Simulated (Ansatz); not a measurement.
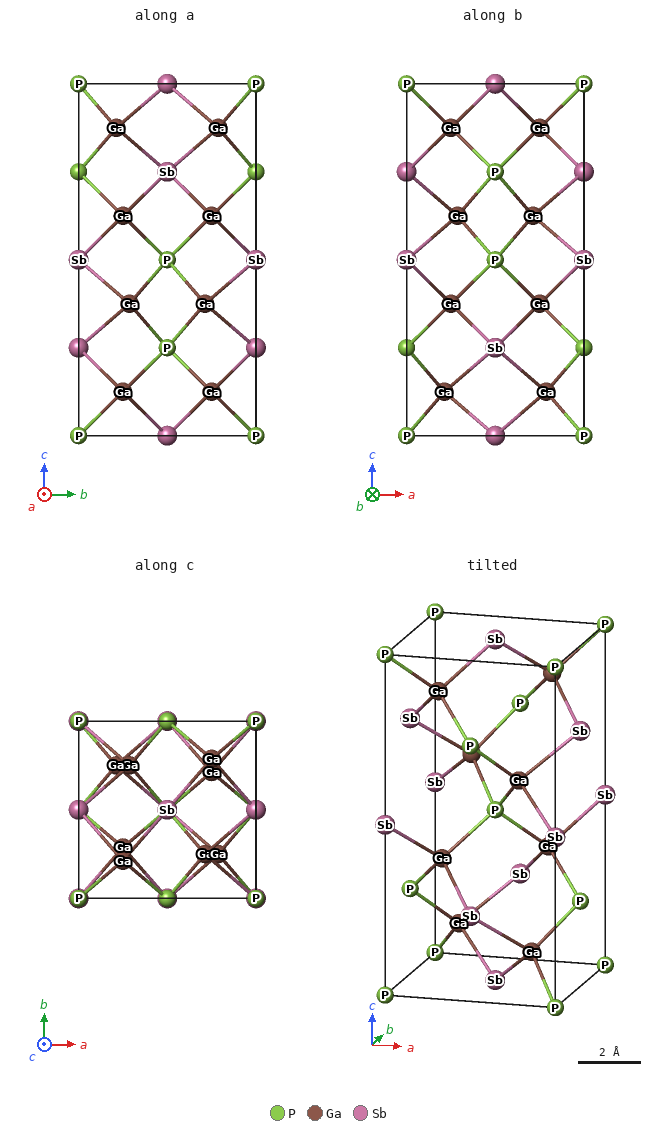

A ball-and-stick rendering, viewed along the a axis, along the b axis, along the c axis and slightly off an axis. The frame is the conventional unit cell; atoms at its boundary are shown with their periodic copies.

Lattice parameters: a = 5.795 Å, b = 5.795 Å, c = 11.495 Å, α = 90.00°, β = 90.00°, γ = 90.00°. Put a along x and b in the xy plane.

**From the views, write a POSCAR file, with free fractional coordinates to two decimals.**

```
P Ga Sb
1.0
     5.795    0.000    0.000
     0.000    5.795    0.000
     0.000    0.000   11.495
P Ga Sb
4 8 4
Direct
  0.00 0.50 0.25
  0.50 0.50 0.50
  0.50 0.00 0.75
  0.00 0.00 0.00
  0.29 0.75 0.6250
  0.25 0.29 0.3750
  0.71 0.25 0.6250
  0.75 0.71 0.3750
  0.79 0.25 0.1250
  0.75 0.79 0.8750
  0.21 0.75 0.1250
  0.25 0.21 0.8750
  0.50 0.00 0.25
  0.00 0.00 0.50
  0.00 0.50 0.75
  0.50 0.50 0.00
```

Provenance: a structure type filled with these elements by a generator (whether the compound takes this form wasn't checked). Earlier steps of the study, as a rule a relaxation of our own, may have changed the cell and positions, so they can lie some per cent off the listed ones. Ansatz was used for an electronic-structure calculation on it.
